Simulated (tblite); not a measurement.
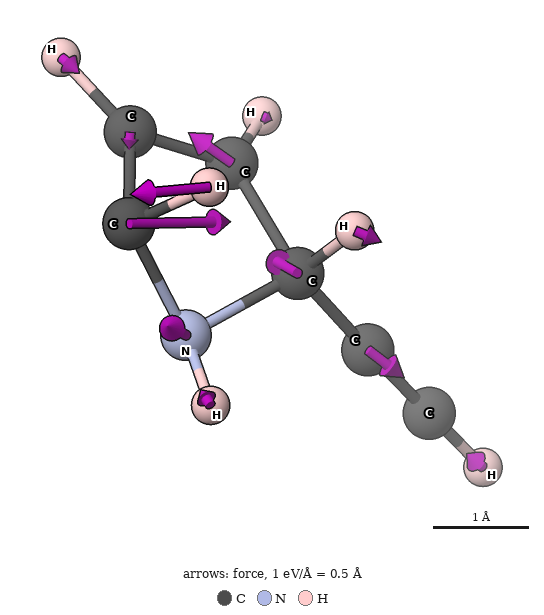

Starting geometry of C6H6N (multiplicity 2) with the computed forces as purple arrows. The picture is a ball-and-stick view, seen from a free direction.

These are results of GFN2-xTB geometry optimisation, gas phase in tblite, not measurements. 

Q: Is this structure relaxed? If not, where do the atoms go?

A: It isn't relaxed: the largest force vector, on a C atom, is 2.73 eV/Å. The final displacements follow the starting forces only in part (cosine between the two patterns 0.35). After 88 geometry steps the energy has fallen by 55.0 kcal/mol. The atom that moves furthest after the best rigid fit is an H atom (1.90 Å). Largest moves by element: H 1.90 Å, N 0.94 Å, C 0.48 Å. Some distances before and after: C–C 1.509 → 1.384 Å, C–N 1.478 → 1.377 Å, C–H 1.135 → 1.072 Å, C–C 1.430 → 1.461 Å. Bond angles that change, for instance: C–C–H 102.6° → 129.5°, N–C–H 103.0° → 120.7°, C–N–C 98.4° → 109.4°.
